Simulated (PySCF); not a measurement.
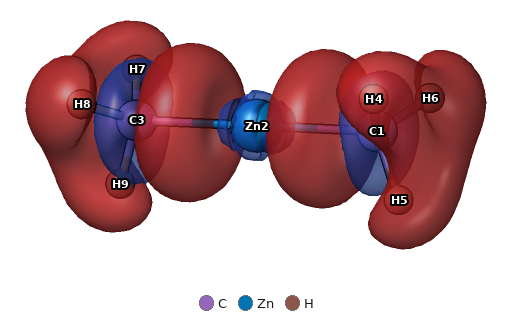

Figure 1: C2H6Zn, SMILES `C[Zn]C`. Fukui function f⁻ = ρ(N) − ρ(N−1) at fixed geometry, surfaces at ±0.015 e/Å³ (red positive, blue negative).

Method: PBE0/def2-TZVP; geometry: GFN2-xTB; program: PySCF. No frequency check shows the geometry to be a minimum. GFN2-xTB bond lengths at metals and heavier atoms can be off by up to 0.1 Å and shapes distorted, which carries into these values.

The calculation's input:

```python
import numpy as np
from pyscf import gto, scf, dft
from pyscf.scf import atom_ks, atom_hf
from scipy.linalg import block_diag

def solve(mol, dm0=None, hcore=None):
    mf = (dft.UKS if mol.spin else dft.RKS)(mol, xc='pbe0')
    mf.grids.level = 3
    mf = mf.density_fit(auxbasis='def2-universal-jkfit')
    mf.conv_tol, mf.max_cycle = 1e-8, 80
    if hcore is not None:
        mf.get_hcore = lambda *args: hcore
    mf.kernel(dm0)
    if not mf.converged:
        mf = mf.newton().run(mf.mo_coeff, mf.mo_occ, max_cycle=30)
    assert mf.converged, 'SCF not converged'
    return mf

mol = gto.M(atom='''
C      2.04199    -0.00136    -0.00018
Zn    -0.00001     0.00068    -0.00004
C     -2.04197    -0.00136    -0.00018
H      2.44455    -0.13490     1.00089
H      2.44455    -0.79986    -0.61587
H      2.44455     0.93277    -0.38336
H     -2.44452     1.00389    -0.09741
H     -2.44453    -0.41809     0.91947
H     -2.44452    -0.58775    -0.82044
''', basis='def2-tzvp', charge=0, spin=0, verbose=4)
mf = solve(mol)
out = dict(e0=mf.e_tot, dm0=mf.make_rdm1(), c=mf.mo_coeff, occ=mf.mo_occ, eps=mf.mo_energy)
for name, dq, spin in [('cation', 1, 1)]:
    ion = mol.copy().set(charge=mol.charge + dq, spin=spin).build()
    mi = solve(ion)
    if spin and dq > 0 and mol.nao < 130:
        c, _, stable, _ = mi.stability(return_status=True)
        if not stable:
            mi = solve(ion, mi.make_rdm1(c, mi.mo_occ))
    print(name, 'vertical energy change / eV', (mi.e_tot - mf.e_tot) * 27.211386)
    out.update({'e_' + name: mi.e_tot, 'dm_' + name: mi.make_rdm1(), 's2_' + name: mi.spin_square()[0], 'eps_' + name: mi.mo_energy, 'occ_' + name: mi.mo_occ})
# spherically averaged free atoms, for the promolecule
atm = atom_ks.get_atm_nrks(mol, xc='pbe0')
pro = block_diag(*[(atm[a[0]][2] * atm[a[0]][3]) @ atm[a[0]][2].T for a in mol._atom])
np.savez('result.npz', pro=pro, **out)
```

Launched as:

```sh
OMP_NUM_THREADS=1 python input.py
```

The run took 34 s on 1 thread of AMD EPYC 7R43 64-Core Processor (Zen 3) (shared host), peak memory 0.61 GiB.

Partitions, critical points and surface values were worked out afterwards from this run's density.

**Which atoms respond most to the removal of an electron?**

f⁻ (Hirshfeld-condensed) is largest on Zn2 (0.21) and C1 and C3 (0.18 each); the vertical ionisation energy is 9.10 eV (the stability of the cation's solution wasn't checked). Condensed values hint at sites of electrophilic attack but needn't mark the atom that reacts. Shares this close don't rank the sites. Orbital relaxation makes it negative in places (0.17 e in all).
